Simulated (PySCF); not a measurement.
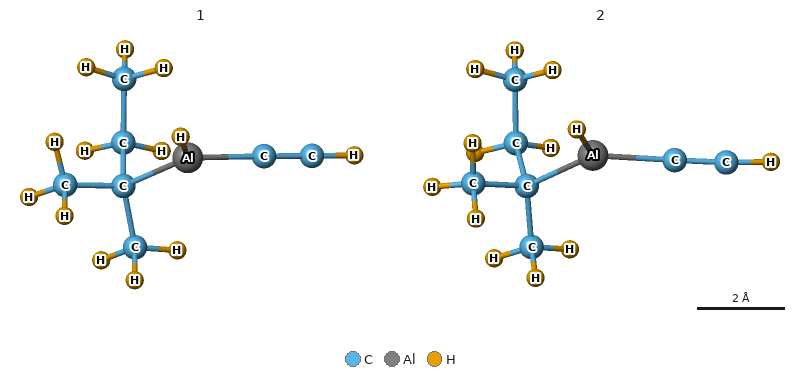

Two geometries of C₇H₁₃Al, drawn at one scale. One is the start of a relaxation, the other its converged end. A ball-and-stick model, seen face on.

Computed with PBE0-D3(BJ)/def2-SVP geometry optimisation, gas phase in PySCF. 

Q: Which geometry has the lower energy?

A: Structure 1 is the relaxed one. The start comes from GFN2-xTB. Its atoms were then displaced at random by about 0.01 Å. The largest move after the best rigid fit is that of an H atom, 0.72 Å. Largest moves by element: H 0.72 Å, C 0.52 Å, Al 0.20 Å. Among the contacts that change: Al–C 3.095 → 3.004 Å, C–H 1.065 → 1.103 Å, Al–C 1.954 → 1.923 Å, C–C 1.555 → 1.530 Å. Among the angles between lasting bonds that change: C–Al–H 116.2° → 124.9°, C–Al–C 124.5° → 116.8°, Al–C–C 104.6° → 111.5°. Over 9 geometry steps the energy falls by 0.290 eV.
